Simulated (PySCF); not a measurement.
System: C6H12B2FN.

```yaml
atoms:
  - { symbol: B, position_ang: [3.2894, 0.5968, 0.2599] }
  - { symbol: N, position_ang: [2.6316, 0.2656, -0.9423] }
  - { symbol: B, position_ang: [1.4398, -0.4630, -1.1662] }
  - { symbol: C, position_ang: [0.5588, -0.9933, 0.0397] }
  - { symbol: C, position_ang: [-0.0992, 0.1062, 0.9143] }
  - { symbol: C, position_ang: [-1.4598, -0.2323, 0.2805] }
  - { symbol: F, position_ang: [-2.4551, -0.4652, 1.2166] }
  - { symbol: C, position_ang: [-1.9248, 0.7480, -0.7434] }
  - { symbol: C, position_ang: [-3.1180, 1.3120, -0.7645] }
  - { symbol: C, position_ang: [-0.8527, -1.5212, -0.3023] }
  - { symbol: H, position_ang: [4.2739, 1.2306, 0.2104] }
  - { symbol: H, position_ang: [2.8530, 0.2326, 1.2794] }
  - { symbol: H, position_ang: [3.0907, 0.5910, -1.7831] }
  - { symbol: H, position_ang: [1.1171, -0.6619, -2.2796] }
  - { symbol: H, position_ang: [1.1384, -1.6994, 0.6381] }
  - { symbol: H, position_ang: [0.2496, 1.1260, 0.7673] }
  - { symbol: H, position_ang: [-0.0950, -0.1260, 1.9767] }
  - { symbol: H, position_ang: [-1.1769, 0.9637, -1.4945] }
  - { symbol: H, position_ang: [-3.8566, 1.0910, -0.0126] }
  - { symbol: H, position_ang: [-3.4002, 2.0136, -1.5305] }
  - { symbol: H, position_ang: [-1.0677, -1.7065, -1.3528] }
  - { symbol: H, position_ang: [-1.1465, -2.3887, 0.2848] }
```

Geometry: GFN2-xTB.

Level of theory: PySCF 2.14.0, PBE0/pcSseg-1, SCF density, gas phase, non-relativistic.

> What will maps of the electron density and electron localisation function show?

C–C (1.32 Å): the density is about 2.3 e/Å³ at the midpoint; the ELF peaks at about 0.95 between the atoms (a short, multiple covalent bond).
C–F (1.39 Å): the density is about 2 e/Å³ at the midpoint, with its minimum of 1.6 e/Å³ about 0.5 Å from C; the ELF peaks at about 0.85 between the atoms; a shared but strongly polarised pair.
C–B (1.58 Å): ρ at the midpoint is about 1.4 e/Å³; the ELF peaks at about 1 between the atoms, as expected for a shared electron pair.
C–C (1.49 Å): ρ is about 1.8 e/Å³ halfway; the ELF peaks at about 0.95 between the atoms; localised, covalent bonding.

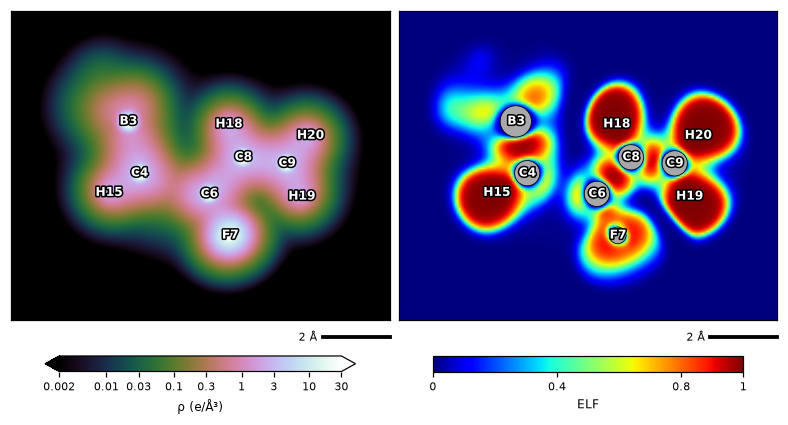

Computed electron density and electron localisation function on the plane of atoms F7, C6 and C8, in this order. Grey discs cover the atomic cores in the ELF map. 
